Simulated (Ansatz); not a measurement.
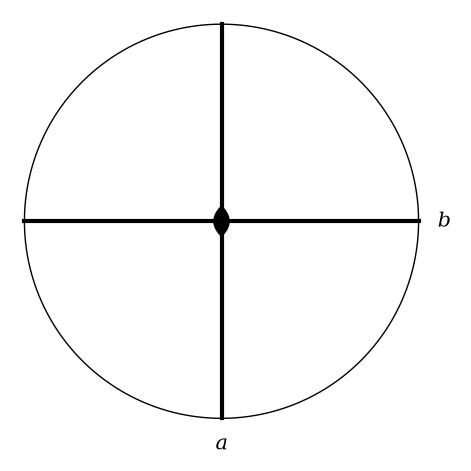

Stereographic projection: heavy lines are mirror planes (a heavy rim: a mirror in the plane of the page); lens, triangle, square and hexagon are 2-, 3-, 4- and 6-fold axes, a lens in an open square is −4, a triangle in an open hexagon −6; thin dashed diameters join the ends of axes that lie in the page; a small open circle marks inversion. The c axis points at the viewer. Computed from the symmetry operations of a computed or model structure of composition Ga2SbP3.

Q: Which point group is this?

A: mm2 (C2v), order 4, orthorhombic system: one twofold axis, two mirror planes.

Q: Can such a crystal be piezoelectric, pyroelectric or chiral?

A: It is not centrosymmetric; polar, so pyroelectricity and piezoelectricity are allowed; it is not chiral.
